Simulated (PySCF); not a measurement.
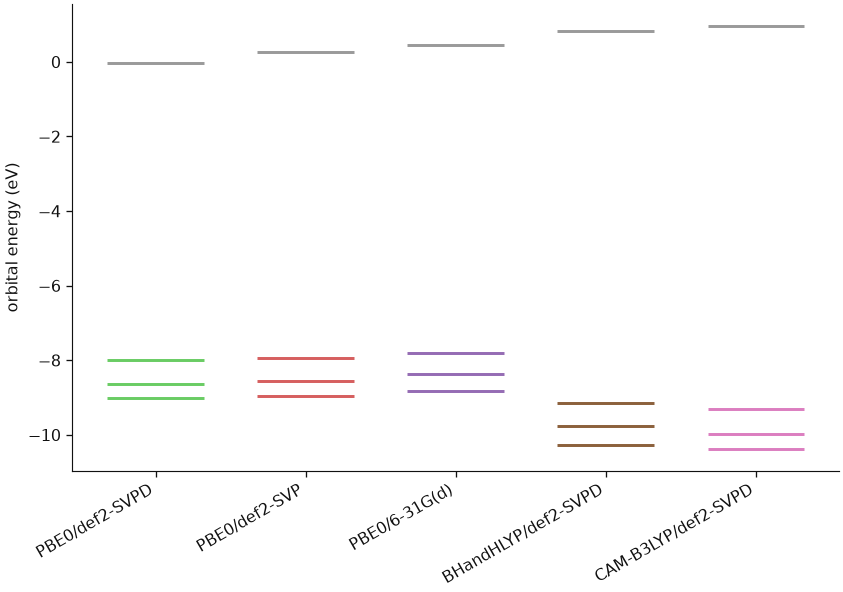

Frontier orbital energies of C₂H₇FSi₂, SMILES F[SiH]1C[SiH2]C1 at one geometry, PySCF, at a PBE0-D3(BJ)/def2-SVP geometry (no frequency check). Empty levels are grey, levels within 0.1 eV stand side by side; all columns show the same few orbitals around the gap.

Question: Compare the HOMO-LUMO separations.

Answer: The separation grows from 7.96 eV (PBE0/def2-SVPD) to 10.29 eV (CAM-B3LYP/def2-SVPD).

| level | HOMO (eV) | LUMO (eV) | separation (eV) |
| --- | --- | --- | --- |
| PBE0/def2-SVPD | −7.99 | −0.03 | 7.96 |
| PBE0/def2-SVP | −7.94 | 0.27 | 8.21 |
| PBE0/6-31G(d) | −7.80 | 0.46 | 8.27 |
| BHandHLYP/def2-SVPD | −9.14 | 0.82 | 9.96 |
| CAM-B3LYP/def2-SVPD | −9.32 | 0.97 | 10.29 |

Caveats, for all or some of the runs: empty levels above zero depend strongly on the basis; one conformer of a flexible molecule.
